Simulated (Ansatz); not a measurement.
Breaking the Te1–F2 bond in F2Te (SMILES F[Te]F) (multiplicity 1 held, fragments rigid). Energies count from the point at 1.907 Å.
Geometry at that point (charge 0, multiplicity 1):
```tsv
atom	x (Å)	y (Å)	z (Å)
Te	0.0413	-0.0263	0.3272
F	0.5966	1.2887	-0.9380
F	-0.8352	-1.1366	-0.9523
```

R- and RO- levels are restricted; in cc, def2 and unpolarised 6-31G sets they are followed outwards from rest. U- levels take the lowest unrestricted solution at each point, which mixes spins at long bonds. Curves can end on different states.

Cores are frozen in the correlated methods. Filled d and f shells under p-block atoms count as core.

Programs: Ansatz (an electronic-structure program) with Gaussian orbitals.  In def2 rows elements past Kr take small-core potentials, without spin–orbit coupling.

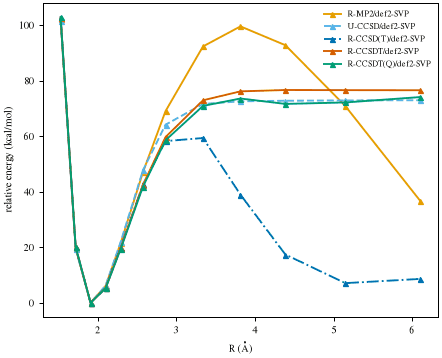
*Relative energy along the coordinate*

Q: Read off the R-MP2/def2-SVP curve at R = 6.104.

A: about 37 kcal/mol

Doubts at one or more of the structures used: a restricted determinant that unrestricted orbitals would lower (R-MP2/def2-SVP, R-CCSD(T)/def2-SVP, R-CCSDT/def2-SVP, R-CCSDT(Q)/def2-SVP); a spin-contaminated determinant (U-CCSD/def2-SVP); T1 above 0.05 (U-CCSD/def2-SVP, R-CCSD(T)/def2-SVP, R-CCSDT/def2-SVP, R-CCSDT(Q)/def2-SVP); other coupled-cluster roots lie near (R-CCSD(T)/def2-SVP, R-CCSDT/def2-SVP, R-CCSDT(Q)/def2-SVP).
